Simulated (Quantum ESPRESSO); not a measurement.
What a tighter setting buys: K_POINTS, CdWO4 (P2/c, 12 atoms in the cell)

Cell: a = 5.1066 Å, b = 5.9759 Å, c = 5.1493 Å, α = 90.00°, β = 91.20°, γ = 90.00°.

Method: LDA (PZ), GBRV 1.5 ultrasoft (LDA) pseudopotentials (plane waves; Quantum ESPRESSO 7.5).

Base settings: ecutwfc = 40 Ry; ecutrho = 320 Ry; occupations = smearing; smearing = gaussian; degauss = 0.00147 Ry; potentials = {Cd: cd_lda_v1.uspp.F.UPF, W: w_lda_v1.2.uspp.F.UPF, O: o_lda_v1.2.uspp.F.UPF}; K_POINTS = automatic 3 3 3 0 0 0; conv_thr = 1e-10 Ry; mixing_beta = 0.5.

Misses are taken against the tightest run, automatic 5 5 5 0 0 0, which need not be fully converged itself. The energy is the free energy per atom.

The count of work is k-points × plane waves × bands × iterations; it is no time, and leaves out set-up, grids and terms that scale otherwise. Core times come from one kind of shared machine and are given to one figure; runs under 30 s give none.

The starting cell comes from a database of computed structures (which also holds hypothetical and non-ambient phases and stackings), without a prior relaxation at this level. Its lattice was rescaled by a random factor within 2.5 % of one. In the base run, with a pressure of about -13 GPa the cell is away from its equilibrium volume at this level.

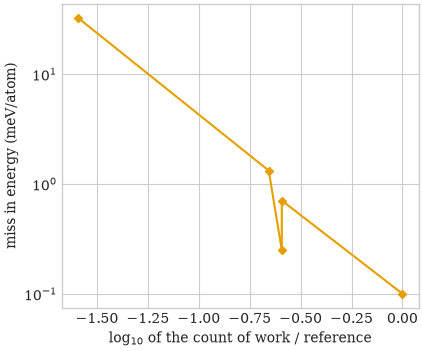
Figure: Miss against the count of work; the reference run is not drawn, and misses under 0.1 meV/atom are drawn there.

```tsv
K_POINTS	energy less reference (meV/atom)	pressure less reference (GPa)	largest difference in the force on any atom (eV/Å)	count of work / reference	core time / reference (rough)
automatic 1 1 1 0 0 0	32.36	-0.75	0.507	0.026	0.2
automatic 2 2 2 0 0 0	1.32	-0.07	0.060	0.22	0.3
automatic 3 2 3 0 0 0	0.70	-0.01	0.011	0.26	0.3
automatic 3 3 3 0 0 0	0.25	0.00	0.005	0.26	0.3
automatic 5 4 5 0 0 0	-0.02	0.00	0.000	1.0	0.9
automatic 5 5 5 0 0 0	0.00	0.00	0.000	1.0	1
```

Coarsest setting among those run that, with all tighter ones, holds the energy within 10 meV/atom of the reference: automatic 2 2 2 0 0 0, off by 1.3 meV/atom; it needs 0.22 of the reference's count of work and about 0.3 of the reference's time.

Coarsest setting among those run that, with all tighter ones, holds the energy within 0.5 meV/atom of the reference: automatic 3 3 3 0 0 0, off by 0.25 meV/atom; it needs 0.26 of the reference's count of work and about 0.3 of the reference's time.
